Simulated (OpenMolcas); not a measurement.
# BH2 (SMILES [BH2]): a chain of runs

We compute a series of 9 runs (ROHF/6-31G**, CASSCF(5,6)/6-31G**, CASPT2(5,6)/6-31G**, CASPT2[IPEA 0](5,6)/6-31G**, SC-NEVPT2(5,6)/6-31G**, PC-NEVPT2(5,6)/6-31G**, MC-PDFT[tPBE](5,6)/6-31G**, MRCI(5,6)/6-31G**, and more) of BH2. 

The results are computed with OpenMolcas 26.06.

1 further run of the same task is left out (set aside as unsound or not needed).

### 1 The system as given

BH2 has 3 atoms, charge 0, and is taken as a doublet. SMILES: `[BH2]`. The B1–H3 distance was set to 1.739 Å, away from the relaxed value. At this shape a bond of the SMILES string is far longer than usual.

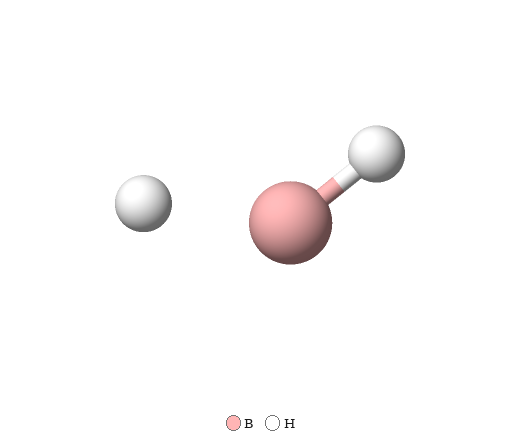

The structure, seen from a chosen angle (boron pink, hydrogen white).

### 2 A single-point energy at ROHF/6-31G(d,p) (spherical functions) (run 1)

File step1.inp:

```
* BH2 Hartree-Fock

&GATEWAY
  BasLib=$CurrDir
  Coord
  3
  bohr
  B      1.25803226     0.30278326     0.73282823
  H      1.29049775     2.47889738     0.98291459
  H     -1.02585672    -1.54785577    -0.73629399
  Basis=6-31Gss
  Group=NoSym

&SEWARD

&SCF
  UHF
  Spin=2
  PrOrbitals=1 1

&RASSCF
  FileOrb=$Project.UnaOrb
  Spin=2
  Nactel=1 0 0
  Inactive=3
  Ras2=1
  OutOrbitals=Canonical
  OrbListing=Nothing
```

The basis set 6-31G** is read from a file made from the Basis Set Exchange's data (not shown).

Started as:

```bash
$ export MOLCAS_MEM=1860
$ pymolcas step1.inp > step1.log
```

Output:

```text
--- Start Module: gateway ---
[...]
--- Stop Module: gateway /rc=_RC_ALL_IS_WELL_ ---
[...]
      Basis functions           24
[...]
--- Start Module: scf ---
[...]
       Convergence after  12 Iterations
[...]
::    Total SCF energy                                -25.6833631092
[...]
      Total spin, S                                     0.5029459356
[...]
--- Stop Module: scf /rc=_RC_ALL_IS_WELL_ ---
[...]
--- Start Module: rasscf ---
[...]
      Number of active orbitals                  1
[...]
      Spin quantum number                      0.5
[...]
      Active orbitals                            1
[...]
      Number of CSFs                             1
[...]
      Number of root(s) required                 1
[...]
      Convergence after  8 iterations
[...]
      printout of CI-coefficients larger than  0.05 for root  1
      energy=     -25.682247
      conf/sym  1     Coeff  Weight
             1  u   1.00000 1.00000
      Natural orbitals and occupation numbers for root  1
      sym 1:   1.000000
      ************************************************************************************************************************
      *                                                    Final results                                                     *
[...]
::    RASSCF root number  1 Total energy:    -25.68224669
[...]
      Total electronic charge=    7.000000
      Total            charge=   -0.000000
[...]
      Dipole Moment (debye):
      Origin of the operator (angstrom)=    0.5735    0.1736    0.3379
                   X=  4.3578E-01               Y=  8.0262E-01               Z=  3.2824E-01           Total=  9.7049E-01
      Quadrupole Moment (debye*angstrom):
[...]
--- Stop Module: rasscf /rc=_RC_ALL_IS_WELL_ ---
[...]
```

Wall time 5.1 s (1 thread of Intel Xeon Platinum 8259CL at 2.50GHz (Skylake/Cascade Lake), shared host); peak memory 0.37 GiB.

### 3 The energy at CASSCF(5,6)/6-31G(d,p) (spherical functions) (run 2)

File step2.input:

```
* BH2 CASSCF
>>> EXPORT MOLCAS_PRINT=2

&GATEWAY
  BasLib = $CurrDir
  Coord
  3
  bohr
  B      1.25803226     0.30278326     0.73282823
  H      1.29049775     2.47889738     0.98291459
  H     -1.02585672    -1.54785577    -0.73629399
  Basis = 6-31Gss
  Group = NoSym

&SEWARD

&RASSCF
  FileOrb = $CurrDir/step1.RasOrb
  Spin = 2
  Nactel = 5 0 0
  Inactive = 1
  Ras2 = 6
  OrbListing = Nothing
```

The basis set 6-31G** is read from a file made from the Basis Set Exchange's data (not shown).

Started as:

```bash
$ export MOLCAS_MEM=1860
$ pymolcas step2.input > step2.log
```

Output:

```text
--- Start Module: gateway ---
[...]
--- Stop Module: gateway /rc=_RC_ALL_IS_WELL_ ---
--- Start Module: seward ---
[...]
      Basis functions           24
--- Stop Module: seward /rc=_RC_ALL_IS_WELL_ ---
[...]
--- Start Module: rasscf ---
[...]
      Number of active orbitals                  6
[...]
      Spin quantum number                      0.5
[...]
      Active orbitals                            6
[...]
      Number of CSFs                           210
[...]
      Number of root(s) required                 1
[...]
      Convergence after 18 iterations
[...]
      printout of CI-coefficients larger than  0.05 for root  1
      energy=     -25.731177
      conf/sym  111111     Coeff  Weight
             1  22u000   0.97255 0.94586
            14  2020u0   0.06990 0.00489
            34  2u0020  -0.06522 0.00425
            52  20u020   0.16195 0.02623
            75  02u002   0.07186 0.00516
      Natural orbitals and occupation numbers for root  1
      sym 1:   1.976848   1.924294   0.996300   0.016998   0.070221   0.015340
      ************************************************************************************************************************
      *                                                    Final results                                                     *
[...]
::    RASSCF root number  1 Total energy:    -25.73117709
[...]
      Total electronic charge=    7.000000
      Total            charge=   -0.000000
[...]
      Dipole Moment (debye):
      Origin of the operator (angstrom)=    0.5735    0.1736    0.3379
                   X=  2.6910E-01               Y=  6.8143E-01               Z=  2.2250E-01           Total=  7.6569E-01
      Quadrupole Moment (debye*angstrom):
[...]
--- Stop Module: rasscf /rc=_RC_ALL_IS_WELL_ ---
[...]
```

Wall time 5.1 s (1 thread of Intel Xeon Platinum 8259CL at 2.50GHz (Skylake/Cascade Lake), shared host); peak memory 0.37 GiB.

Runs 3 to 8 aren't shown in full; the table further down has their settings and results.

### 4 A single-point energy at MRACPF(5,6)/6-31G(d,p) (spherical functions) (run 9)

File step9.input:

```
>>> EXPORT MOLCAS_PRINT=2

&GATEWAY
 BASLIB=$CurrDir
 COORD
 3
 bohr
 B      1.25803226     0.30278326     0.73282823
 H      1.29049775     2.47889738     0.98291459
 H     -1.02585672    -1.54785577    -0.73629399
 BASIS=6-31Gss
 GROUP=NoSym

&SEWARD

&RASSCF
 FILEORB=$CurrDir/step2.RasOrb
 SPIN=2
 NACTEL=5 0 0
 INACTIVE=1
 RAS2=6
 ORBLISTING=Nothing

&MOTRA
 LUMORB
 FROZEN=1

&GUGA
 ELECTRONS=5
 SPIN=2
 INACTIVE=0
 ACTIVE=6
 CIALL=1

&MRCI
 ACPF
```

The basis set 6-31G** is read from a file made from the Basis Set Exchange's data (not shown).

Started as:

```bash
$ export MOLCAS_MEM=1860
$ pymolcas step9.input > step9.log
```

Output:

```text
--- Start Module: gateway ---
[...]
--- Stop Module: gateway /rc=_RC_ALL_IS_WELL_ ---
[...]
      Basis functions           24
[...]
      Number of active orbitals                  6
[...]
      Spin quantum number                      0.5
[...]
      Active orbitals                            6
[...]
      Number of CSFs                           210
[...]
      Number of root(s) required                 1
[...]
      Convergence after  4 iterations
[...]
      printout of CI-coefficients larger than  0.05 for root  1
      energy=     -25.731177
      conf/sym  111111     Coeff  Weight
             1  22u000  -0.97255 0.94586
            14  2020u0  -0.06989 0.00489
            34  2u0020   0.06522 0.00425
            52  20u020  -0.16195 0.02623
            75  02u002  -0.07186 0.00516
      Natural orbitals and occupation numbers for root  1
      sym 1:   1.976847   1.924296   0.996301   0.016996   0.070220   0.015340
      ************************************************************************************************************************
      *                                                    Final results                                                     *
[...]
::    RASSCF root number  1 Total energy:    -25.73117709
[...]
      Dipole Moment (debye):
      Origin of the operator (angstrom)=    0.5735    0.1736    0.3379
                   X=  2.6907E-01               Y=  6.8141E-01               Z=  2.2248E-01           Total=  7.6565E-01
      Quadrupole Moment (debye*angstrom):
[...]
      *** WARNING: Default frozen orbitals is overwritten by user input.
      *** Default values:   1
[...]
--- Start Module: guga ---
[...]
--- Stop Module: guga /rc=_RC_ALL_IS_WELL_ ---
--- Start Module: mrci ---
[...]
       USE THE DEFAULT ACPF G-VALUE GFAC=  0.40000000000000002
[...]
    MR ACPF CALCULATION.
[...]
            REFERENCE CI ENERGY:   -25.73117709
[...]
        ACPF CORRELATION ENERGY:    -0.04390283
                    ACPF ENERGY:   -25.77507992
[...]
      Total electronic charge=    7.000000
      Total            charge=    0.000000
[...]
  ACPF State   1     Total energy:    -25.77507992
[...]
--- Stop Module: mrci /rc=_RC_ALL_IS_WELL_ ---
[...]
```

Run time: 4.8 s. Hardware: 1 thread of Intel Xeon Platinum 8259CL at 2.50GHz (Skylake/Cascade Lake), shared host; peak memory 0.37 GiB.

### 5 All runs side by side

```tsv
run	level	active rule	inactive	energy (Eh)	dipole moment (D) of the reference	wall time
1	ROHF/6-31G** (spherical functions)	–	–	-25.682247	0.97	5.1 s
2	CASSCF(5,6)/6-31G** (spherical functions)	full valence	1	-25.731177	0.77	5.1 s
3	CASPT2(5,6)/6-31G** (spherical functions)	full valence	1	-25.766410	0.77	3.9 s
4	CASPT2[IPEA 0](5,6)/6-31G** (spherical functions)	full valence	1	-25.767546	0.77	3.9 s
5	SC-NEVPT2(5,6)/6-31G** (spherical functions)	full valence	1	-25.763594	0.77	3.3 s
6	PC-NEVPT2(5,6)/6-31G** (spherical functions)	full valence	1	-25.764053	0.77	4.5 s
7	MC-PDFT[tPBE](5,6)/6-31G** (spherical functions)	full valence	1	-25.813281	0.77	3.6 s
8	MRCI(5,6)/6-31G** (spherical functions)	full valence	1	-25.774549	0.77	3.9 s
9	MRACPF(5,6)/6-31G** (spherical functions)	full valence	1	-25.775080	0.77	4.8 s
```

### 6 Results

| quantity | value |
| --- | --- |
| run 9, MRACPF(5,6)/6-31G**: total energy | -25.77508 Eh |
| run 9, MRACPF(5,6)/6-31G**: dipole moment (CASSCF density) | 0.77 D |

What this shows: Below the ROHF energy at the same shape and in the same basis (6-31G**): CASSCF(5,6) -48.9 mEh; CASPT2(5,6) -84.2 mEh; CASPT2[IPEA 0](5,6) -85.3 mEh; SC-NEVPT2(5,6) -81.3 mEh; PC-NEVPT2(5,6) -81.8 mEh; MRCI(5,6) -92.3 mEh. Active-space methods hold only the correlation inside their space unless a perturbation or CI step follows. All runs together took 38 s, the longest 5.1 s.
